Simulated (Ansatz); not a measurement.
CH$_{4}$F$_{2}$Si

The calculation's input:

```
crystal:
  periodic: [false, false, false]
  atoms:
    - {symbol: C, position_ang: [-0.727734, -0.951119, 0.665215]}
    - {symbol: F, position_ang: [-1.013073, -3.042476, 2.549664]}
    - {symbol: F, position_ang: [-2.723924, -2.955315, 0.595755]}
    - {symbol: Si, position_ang: [-1.873711, -2.030745, 1.620461]}
    - {symbol: H, position_ang: [-1.289107, -0.279826, 0.004326]}
    - {symbol: H, position_ang: [-0.116689, -0.341238, 1.341401]}
    - {symbol: H, position_ang: [-0.055723, -1.559462, 0.047982]}
    - {symbol: H, position_ang: [-2.836677, -1.324106, 2.495092]}
basis:
  gaussian:
    orbitals: def2-TZVPD
output: {forces: true, orbitals: {seedname: orbitals}}
hamiltonian:
  xc: {name: PBE0}
```

Run with:

```sh
ansatz run input.yaml --threads 2 --pin off --max-ram 4350MiB --events-out events.jsonl --progress --plain --runs-dir runs
```

Geometry: PBE0-D3(BJ)/pcseg-1.

Method: isolated molecule in a Gaussian basis; Kohn-Sham density functional theory, functional PBE0 in Ansatz 0.2.0.

Q: What will maps of the electron density and electron localisation function show?

A: Si–F (1.62 Å): ρ is about 1.1 e/Å³ halfway; the ELF peaks at about 0.85 in the valence shell of F, 0.6 Å from its nucleus, and is about 0.55 at the midpoint.
C–Si (1.84 Å): the density is about 1 e/Å³ at the midpoint; the ELF peaks at about 0.95 between the atoms, as expected for localised, covalent bonding.
C–H (1.10 Å): ρ at the midpoint is about 1.9 e/Å³; the ELF climbs to about 1 towards the hydrogen, as it does in any bond to H (a covalent bond by its length).

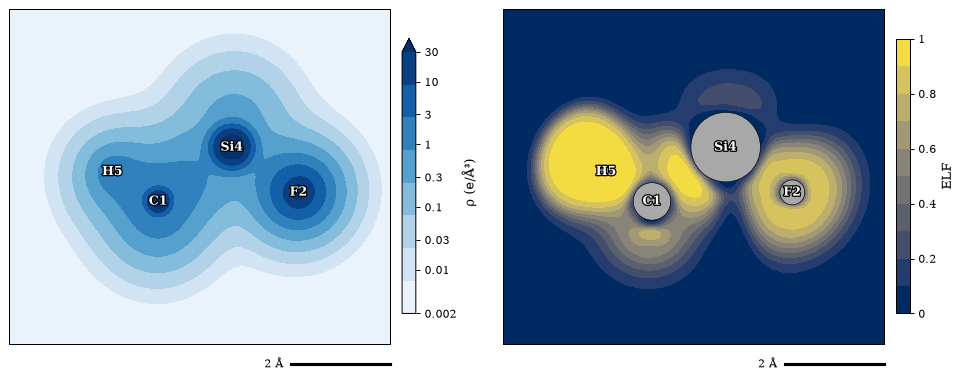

Computed electron density and electron localisation function on the plane of atoms C1, Si4 and F2, in this order. Grey discs cover the atomic cores in the ELF map. 
